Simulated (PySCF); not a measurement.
**BHF (charge +1): spin–spin coupling calculation**

BHF (Fluoroborane Ion), charge +1, computed with LDA/pcJ-1 indirect spin-spin coupling, non-relativistic, gas phase (PySCF 2.14.0).

The geometry comes from this level: PBE0-D3(BJ)/def2-SVP.

Figures and captions count atoms from 1; the log counts them from 0 in places.

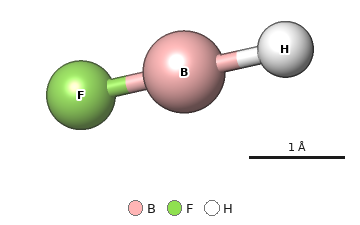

**Figure 1.** The input geometry (ball-and-stick view, seen at a tilt). Bond lengths as drawn: B–F 1.21 Å and B–H 1.19 Å.

Key numbers:

```json
{"quantity": "outcome", "value": "converged"}
{"quantity": "total energy", "value": "−124.027986 hartree"}
{"quantity": "HOMO", "value": "−20.43 eV"}
{"quantity": "LUMO", "value": "−10.92 eV"}
{"quantity": "hardware", "value": "1 CPU thread, shared host"}
{"quantity": "wall time", "value": "0.74 s"}
{"quantity": "peak memory", "value": "0.23 GiB"}
```

Input:
```
{"job": {"kind": "j", "xc": "LDA", "basis": "pcJ-1"}, "charge": 1, "multiplicity": 1}
B     -0.004670    -0.035518    -0.014295
F      1.209729    -0.013127    -0.028274
H     -1.198499    -0.053635    -0.002431
```

The first line tells a small driver script what to run in PySCF; the rest is the geometry in Å.

Launch command:
```bash
OMP_NUM_THREADS=1 python <driver script> task.json out
```

Log:
```
coarse grid: 2792 points
cycle   1  E = -123.9910048403  dE =  4.614e-01  |g| = 3.566e-01  |ddm| = 1.386e+00
cycle   2  E = -123.8778925403  dE =  1.131e-01  |g| = 9.346e-01  |ddm| = 6.155e-01
cycle   3  E = -124.0179766398  dE = -1.401e-01  |g| = 7.750e-02  |ddm| = 3.637e-01
cycle   4  E = -124.0190815709  dE = -1.105e-03  |g| = 8.899e-03  |ddm| = 6.095e-02
cycle   5  E = -124.0190966220  dE = -1.505e-05  |g| = 2.161e-03  |ddm| = 7.259e-03
cycle   6  E = -124.0190973651  dE = -7.431e-07  |g| = 4.561e-04  |ddm| = 1.132e-03
final grid: 28184 points
cycle   7  E = -124.0279826271  dE = -6.916e-05  |g| = 4.972e-03  |ddm| = 1.188e-02
cycle   8  E = -124.0279699488  dE =  1.268e-05  |g| = 1.033e-02  |ddm| = 5.436e-03
cycle   9  E = -124.0279857868  dE = -1.584e-05  |g| = 8.280e-04  |ddm| = 3.973e-03
cycle  10  E = -124.0279858789  dE = -9.208e-08  |g| = 5.630e-05  |ddm| = 3.426e-04
cycle  11  E = -124.0279858795  dE = -5.775e-10  |g| = 7.473e-06  |ddm| = 4.859e-05
```

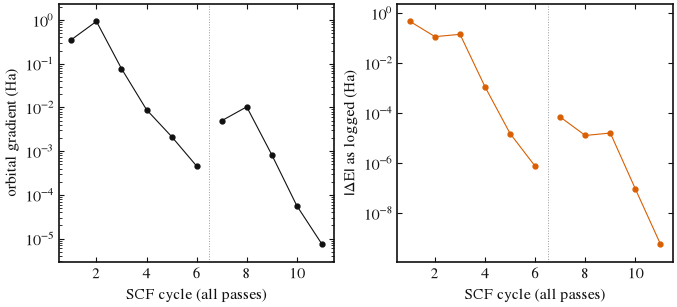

**Figure 2.** Convergence of the self-consistent field: orbital gradient and size of the energy change against the SCF cycle. The dotted line marks the change from a coarse to the final integration grid. The first 6 cycles use a coarse grid, the final grid takes over at cycle 7, and the field converges after 11 cycles in all.

```
converged SCF energy = -124.0279858795

Indirect spin-spin couplings (Hz)
  i      j    bonds     total        FC       PSO       DSO        SD
  0 B    1 F    1   -171.674  -134.267   -57.678    -0.420    20.691
  0 B    2 H    1    361.437   360.029    -0.378     0.433     1.353
  1 F    2 H    2     94.034    74.770    19.818    -3.446     2.892
```
